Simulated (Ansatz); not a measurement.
# BH₄− (singlet): wave-function methods side by side at distance B1–H5 = 3.371 Å, aug-cc-pVTZ

How much of the correlation energy of BH₄− (singlet) does each wave-function method recover here?

Computed with Ansatz 0.2.0, Gaussian basis. Level: aug-cc-pVTZ, core rule «outside noble gas», up to 1 orbitals frozen.

Plan: UHF; CCSD(T) on RHF; CCSD(T) on UHF; BCCD(T) on RHF; CCSDT(Q) on RHF; CCSDT(Q) on UHF.

3 further runs of the same task are left out: 2 for a known fault of the program, 1 set aside as unsound or not needed. Runs told in other sessions of the task aren't counted.

## 1. The system

The geometry derives from a PBE0/def2-TZVPD stationary point (not a proven minimum). One bond is set to the value named and the two fragments are kept rigid.

5 atoms, charge -1, spin multiplicity 1.

Atoms are counted from 1 here; the program's logs count them from 0.

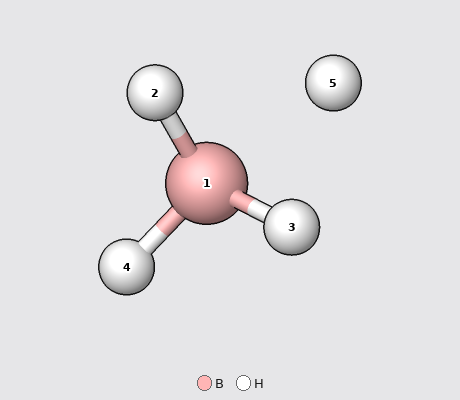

The geometry (boron pink, hydrogen white); atoms are numbered from 1 in the order of the file.

In the tables R marks a restricted determinant and U an unrestricted one; energies count from the table's Hartree-Fock row.

## 2. UHF

The input, in.yaml:

```yaml
crystal:
  periodic: [false, false, false]
  atoms:
    - {symbol: B, position_ang: [-0.083708, 0.083973, 0.083051]}
    - {symbol: H, position_ang: [0.630658, 0.800175, 0.798948]}
    - {symbol: H, position_ang: [-0.802991, -0.628126, 0.798117]}
    - {symbol: H, position_ang: [-0.795392, 0.798740, -0.636940]}
    - {symbol: H, position_ang: [1.865564, -1.871473, -1.850912]}
basis:
  gaussian: {orbitals: aug-cc-pVTZ}
total_charge: -1
magnetization: {spin_polarized: true, initial_magnetization: 0}
hamiltonian: {xc: hf}
output: {orbitals: {seedname: orbitals}}
```

Command:

```
ansatz run in.yaml --threads 1 --pin off --events-out ev --progress --plain --max-ram 2816MiB --backend cpu
```

The log of the run:

```text
Functional definition: HF
  name "HF"
  cite "Fock, Z. Phys. 61, 126 (1930) doi:10.1007/BF01340294"
  parent pbe
  exchange = exact_x
  correlation = 0
532 factors; their error is unknown
mean field evaluation 1: about -729.4495 eV, gradient 1.2e1 eV
mean field evaluation 2: about -731.0471 eV, gradient 3.5e0 eV
mean field evaluation 4: about -731.1604 eV, gradient 1.5e-1 eV
mean field evaluation 8: about -731.1562 eV, gradient 3.9e-4 eV
mean field evaluation 16: about -731.1886 eV, gradient 6.7e-1 eV
mean field evaluation 32: about -731.2256 eV, gradient 3.6e-1 eV
mean field evaluation 64: about -731.1807 eV, gradient 2.6e-1 eV
mean field evaluation 96: about -728.1133 eV, gradient 4.0e0 eV
mean field -731.25705892 eV, -26.8732012515 hartree, gradient 6.1e-6 eV, S^2 0.563314; 3 other end points of the search recorded, 0 dependent functions left out
reference -731.25705892 eV, -26.8732012515 hartree; 5, 5 occupied and 133, 133 virtual orbitals, 532 factors
Total energy: -731.25705892 eV, -26.8732012515 hartree
```

Run time: 2.4 s. Hardware: 1 thread of AMD EPYC 7R13, shared host.

From the report: ⟨S²⟩ of the determinant 0.563 (pure singlet: 0.00). The determinant of HF (⟨S²⟩ 0.56) is far from a pure spin state, so its energy mixes those of several spin states; that is harmless only where they are near-degenerate.

The unrestricted solution breaks the spin symmetry, so the restricted determinant is unstable here.

## 3. CCSD(T) on RHF

in.yaml: that of step 2 with these lines changed.

```diff
@@ -11,4 +11,3 @@
 total_charge: -1
-magnetization: {spin_polarized: true, initial_magnetization: 0}
-hamiltonian: {xc: hf}
-output: {orbitals: {seedname: orbitals}}
+magnetization: {spin_polarized: false}
+correlation: {method: ccsd_t, electrons: outside_noble_gas}
```

Command:

```
ansatz run in.yaml --threads 2 --pin off --events-out ev --progress --plain --max-ram 16896MiB --backend cuda --devices 0, --max-vram 18GiB
```

The log of the run, cut to the lines that bear on the results:

```text
Functional definition: HF
  name "HF"
  cite "Fock, Z. Phys. 61, 126 (1930) doi:10.1007/BF01340294"
  parent pbe
[...]
754 factors; integrals over basis functions are off by at most 1.3e-3 eV
[...]
mean field -731.15621066 eV, -26.8694951464 hartree, gradient 1.1e-6 eV, S^2 0.000000; 0 other end points of the search recorded, 0 dependent functions left out; unrestricted orbitals would lower it
1 core orbitals not correlated: weight in the atoms' cores, before any rotation towards them, 1.000 or more for the frozen orbitals, at most 0.000 for the correlated occupied ones
reference -731.15621066 eV, -26.8694951464 hartree; 4, 4 occupied and 133, 133 virtual orbitals, 754 factors
second order -4.10246336 eV of doubles, -0.00000000 eV of singles
cycle   1  -4.67949397 eV  change   -5.8e-1 eV  update   8.8e-2
[...]
cycle  15  -5.04157573 eV  change   -5.7e-6 eV  update   3.5e-6
perturbative correction -0.16805243 eV, -0.0061758128 hartree
Total energy: -736.36583882 eV, -27.0609454499 hartree
```

Run time: 2.5 s. Hardware: 1 × H100 (card shared with other runs) with 2 threads of AMD EPYC 7R13, shared host; peak host memory 0.83 GiB.

From the report: correlation -5.2096 eV; T1 0.053; largest double amplitude 0.11.

## 4. CCSD(T) on UHF

in.yaml: that of step 3 with these lines changed.

```diff
@@ -11,3 +11,3 @@
 total_charge: -1
-magnetization: {spin_polarized: false}
+magnetization: {spin_polarized: true, initial_magnetization: 0}
 correlation: {method: ccsd_t, electrons: outside_noble_gas}
```

The command is unchanged.

The log of the run, cut to the lines that bear on the results:

```text
Functional definition: HF
  name "HF"
  cite "Fock, Z. Phys. 61, 126 (1930) doi:10.1007/BF01340294"
  parent pbe
[...]
754 factors; integrals over basis functions are off by at most 1.3e-3 eV
[...]
mean field -731.25707125 eV, -26.8732017046 hartree, gradient 5.8e-6 eV, S^2 0.563318; 13 other end points of the search recorded, 0 dependent functions left out
determinant -731.25707125 eV, -26.8732017046 hartree, with singles and doubles -736.24864709 eV, -27.0566387332 hartree
determinant -730.02284278 eV, -26.8278446450 hartree, with singles and doubles -734.52105400 eV, -26.9931508583 hartree
determinant -729.57959658 eV, -26.8115556477 hartree, with singles and doubles -733.47597580 eV, -26.9547449427 hartree
determinant -729.57942319 eV, -26.8115492756 hartree, with singles and doubles -733.48230624 eV, -26.9549775820 hartree
[...]
determinant -728.64962917 eV, -26.7773799755 hartree, with singles and doubles -732.55331663 eV, -26.9208378436 hartree
determinant -731.25707125 eV, -26.8732017046 hartree, with singles and doubles -736.08163677 eV, -27.0505012171 hartree
determinant -730.02284278 eV, -26.8278446450 hartree, with singles and doubles -734.42191036 eV, -26.9895073968 hartree
determinant -731.15621066 eV, -26.8694951464 hartree, with singles and doubles -736.19388584 eV, -27.0546262944 hartree
1 core orbitals not correlated: weight in the atoms' cores, before any rotation towards them, 1.000 or more for the frozen orbitals, at most 0.000 for the correlated occupied ones
reference -731.25707125 eV, -26.8732017046 hartree; 4, 4 occupied and 133, 133 virtual orbitals, 754 factors
second order -3.91756814 eV of doubles, -0.00000000 eV of singles
cycle   1  -4.84055213 eV  change   -1.6e-2 eV  update   1.3e-2
[...]
cycle  15  -4.91443104 eV  change    5.0e-6 eV  update   2.7e-6
perturbative correction -0.16634768 eV, -0.0061131647 hartree
Total energy: -736.33784998 eV, -27.0599168789 hartree
```

Run time: 9 s. Hardware: 1 × H100 (card shared with other runs) with 2 threads of AMD EPYC 7R13, shared host; peak host memory 0.89 GiB.

From the report: ⟨S²⟩ of the determinant 0.563 (pure singlet: 0.00); correlation -5.0808 eV; T1 0.088; largest double amplitude 0.12. The determinant of CCSD(T) (⟨S²⟩ 0.56) is far from a pure spin state, so its energy mixes those of several spin states; high orders of coupled cluster remove much of that, low ones don't.

## 5. BCCD(T) on RHF

in.yaml: that of step 4 with these lines changed.

```diff
@@ -11,3 +11,3 @@
 total_charge: -1
-magnetization: {spin_polarized: true, initial_magnetization: 0}
-correlation: {method: ccsd_t, electrons: outside_noble_gas}
+magnetization: {spin_polarized: false}
+correlation: {method: bccd_t, electrons: outside_noble_gas}
```

Launched as before.

The log of the run, cut to the lines that bear on the results:

```text
Functional definition: HF
  name "HF"
  cite "Fock, Z. Phys. 61, 126 (1930) doi:10.1007/BF01340294"
  parent pbe
[...]
754 factors; integrals over basis functions are off by at most 1.3e-3 eV
[...]
mean field -731.15621066 eV, -26.8694951464 hartree, gradient 1.1e-6 eV, S^2 0.000000; 0 other end points of the search recorded, 0 dependent functions left out; unrestricted orbitals would lower it
1 core orbitals not correlated: weight in the atoms' cores, before any rotation towards them, 1.000 or more for the frozen orbitals, at most 0.000 for the correlated occupied ones
reference -731.15621066 eV, -26.8694951464 hartree; 4, 4 occupied and 133, 133 virtual orbitals, 754 factors
second order -4.10246336 eV of doubles, -0.00000000 eV of singles
cycle   1  -4.69240086 eV  change   -5.9e-1 eV  update   8.8e-2
[...]
cycle  15  -5.02040902 eV  change    1.6e-6 eV  update   3.1e-6
perturbative correction -0.18456683 eV, -0.0067827058 hartree
Total energy: -736.36118651 eV, -27.0607744805 hartree
```

Run time: 2.4 s. Hardware: 1 × H100 (card shared with other runs) with 2 threads of AMD EPYC 7R13, shared host; peak host memory 0.83 GiB.

From the report: correlation -5.2050 eV; largest double amplitude 0.13.

## 6. CCSDT(Q) on RHF

in.yaml: that of step 5 with these lines changed.

```diff
@@ -12,2 +12,2 @@
 magnetization: {spin_polarized: false}
-correlation: {method: bccd_t, electrons: outside_noble_gas}
+correlation: {method: ccsdt_q, electrons: outside_noble_gas}
```

Launched as before.

The log of the run, cut to the lines that bear on the results:

```text
Functional definition: HF
  name "HF"
  cite "Fock, Z. Phys. 61, 126 (1930) doi:10.1007/BF01340294"
  parent pbe
[...]
1603 factors; integrals over basis functions are off by at most 1.7e-7 eV
[...]
mean field -731.15620963 eV, -26.8694951085 hartree, gradient 1.2e-6 eV, S^2 0.000000; 0 other end points of the search recorded, 0 dependent functions left out; unrestricted orbitals would lower it
1 core orbitals not correlated: weight in the atoms' cores, before any rotation towards them, 1.000 or more for the frozen orbitals, at most 0.000 for the correlated occupied ones
reference -731.15620963 eV, -26.8694951085 hartree; 4, 4 occupied and 133, 133 virtual orbitals, 1603 factors
second order -4.10249141 eV of doubles, -0.00000000 eV of singles
cycle   1  -4.67947243 eV  change   -5.8e-1 eV  update   9.3e-2
[...]
cycle  20  -5.24243879 eV  change   -3.4e-7 eV  update   2.6e-7
perturbative correction -0.00754153 eV, -0.0002771460 hartree
Total energy: -736.40618995 eV, -27.0624283268 hartree
```

It took 15 s on 1 × H100 (card shared with other runs) with 2 threads of AMD EPYC 7R13, shared host; peak host memory 0.87 GiB.

From the report: correlation -5.2500 eV; T1 0.067; largest double amplitude 0.13.

## 7. CCSDT(Q) on UHF

in.yaml: that of step 6 with these lines changed.

```diff
@@ -11,3 +11,3 @@
 total_charge: -1
-magnetization: {spin_polarized: false}
+magnetization: {spin_polarized: true, initial_magnetization: 0}
 correlation: {method: ccsdt_q, electrons: outside_noble_gas}
```

Launched as before.

The log of the run, cut to the lines that bear on the results:

```text
Functional definition: HF
  name "HF"
  cite "Fock, Z. Phys. 61, 126 (1930) doi:10.1007/BF01340294"
  parent pbe
[...]
1603 factors; integrals over basis functions are off by at most 1.7e-7 eV
[...]
mean field -731.25707107 eV, -26.8732016978 hartree, gradient 5.7e-6 eV, S^2 0.563319; 13 other end points of the search recorded, 0 dependent functions left out
determinant -731.25707107 eV, -26.8732016978 hartree, with singles and doubles -736.24866543 eV, -27.0566394072 hartree
determinant -730.02283900 eV, -26.8278445060 hartree, with singles and doubles -734.52106604 eV, -26.9931513008 hartree
determinant -729.57960930 eV, -26.8115561150 hartree, with singles and doubles -733.47599620 eV, -26.9547456923 hartree
determinant -729.57943597 eV, -26.8115497451 hartree, with singles and doubles -733.48224604 eV, -26.9549753698 hartree
[...]
determinant -728.64962256 eV, -26.7773797327 hartree, with singles and doubles -732.55330051 eV, -26.9208372514 hartree
determinant -731.25707107 eV, -26.8732016978 hartree, with singles and doubles -736.08162252 eV, -27.0505006936 hartree
determinant -730.02283900 eV, -26.8278445060 hartree, with singles and doubles -734.42189733 eV, -26.9895069177 hartree
determinant -731.15620963 eV, -26.8694951085 hartree, with singles and doubles -736.19388160 eV, -27.0546261388 hartree
1 core orbitals not correlated: weight in the atoms' cores, before any rotation towards them, 1.000 or more for the frozen orbitals, at most 0.000 for the correlated occupied ones
reference -731.25707107 eV, -26.8732016978 hartree; 4, 4 occupied and 133, 133 virtual orbitals, 1603 factors
second order -3.91758816 eV of doubles, -0.00000000 eV of singles
cycle   1  -4.42002914 eV  change   -5.0e-1 eV  update   8.1e-2
[...]
cycle  32  -5.14029744 eV  change   -3.0e-7 eV  update   1.4e-7
perturbative correction -0.00951761 eV, -0.0003497656 hartree
Total energy: -736.40688611 eV, -27.0624539101 hartree
```

It took 43 s on 1 × H100 (card shared with other runs) with 2 threads of AMD EPYC 7R13, shared host; peak host memory 1.2 GiB.

From the report: ⟨S²⟩ of the determinant 0.563 (pure singlet: 0.00); correlation -5.1498 eV; T1 0.110; largest double amplitude 0.18. The determinant of CCSDT(Q) (⟨S²⟩ 0.56) is far from a pure spin state, so its energy mixes those of several spin states; high orders of coupled cluster remove much of that, low ones don't.

## 8. Misses and costs

The yardstick is RCCSDT(Q), where the cluster series has nearly closed. Rows without a time are mean-field rows or come out of runs for another level: lower rungs of the coupled-cluster runs, or the Hartree-Fock search.

Differences are taken before rounding.

```
   method  energy from the lowest RHF (meV)  from RCCSDT(Q) (meV)   time
      RHF                               0.0               +5250.0       
      UHF                            -100.9               +5149.1       
     RMP2                           -4102.5               +1147.5       
     UMP2                           -4018.4               +1231.6       
    RCCSD                           -5041.6                +208.4       
    UCCSD                           -5015.3                +234.7       
 RCCSD(T)                           -5209.6                 +40.4  2.5 s
 UCCSD(T)                           -5181.6                 +68.3    9 s
  BCCD(T)                           -5205.0                 +45.0  2.4 s
   RCCSDT                           -5242.4                  +7.5       
   UCCSDT                           -5241.2                  +8.8       
RCCSDT(Q)                           -5250.0                     0   15 s
UCCSDT(Q)                           -5250.7                  -0.7   43 s
```

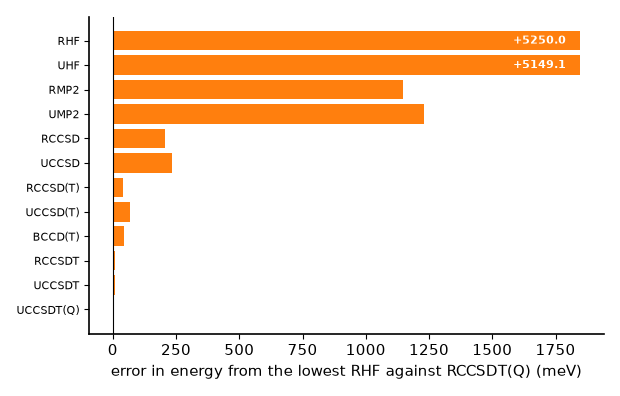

Error of each method against RCCSDT(Q). Bars with a number in them are cut short.

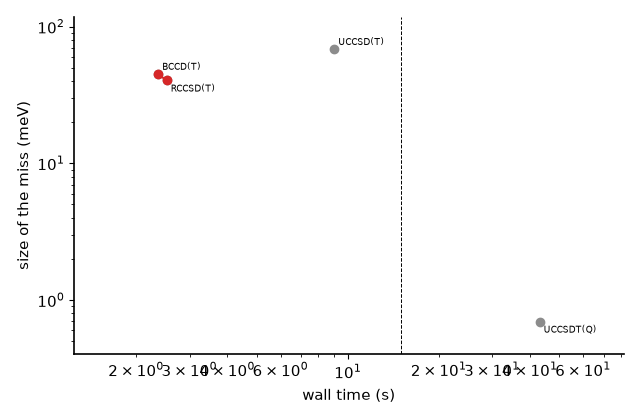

Accuracy for the time spent; red marks the levels that beat every quicker one drawn (of those quicker than the yardstick), and the dashed line is the time of RCCSDT(Q). Times are from a shared host.

## 9. Summary of results

```
                         quantity                                value
    RCCSDT(Q) from the RHF energy                           -5.2500 eV
              RMP2 from RCCSDT(Q)                          +1147.5 meV
              UMP2 from RCCSDT(Q)                          +1231.6 meV
             RCCSD from RCCSDT(Q)                           +208.4 meV
          RCCSD(T) from RCCSDT(Q)                            +40.4 meV
          UCCSD(T) from RCCSDT(Q)                            +68.3 meV
         UCCSDT(Q) from RCCSDT(Q)                             -0.7 meV
levels within 1 kcal/mol (43 meV)  RCCSD(T), RCCSDT, UCCSDT, UCCSDT(Q)
                    T1 diagnostic                                0.053
```

What this shows: RCCSD(T) misses by +40.4 meV, 0.8 % of the correlation energy. CCSD(T) misses by +40.4 meV on the restricted determinant and by +68.3 meV on the unrestricted one; the two need not hold the same state or core. These misses are within one basis, not against nature.

RCCSD(T) reaches 40.4 meV from the reference in 2.5 s, where RCCSDT(Q) took 15 s; the quickest level in the cost chart, BCCD(T), takes 2.4 s and misses by 45.0 meV.
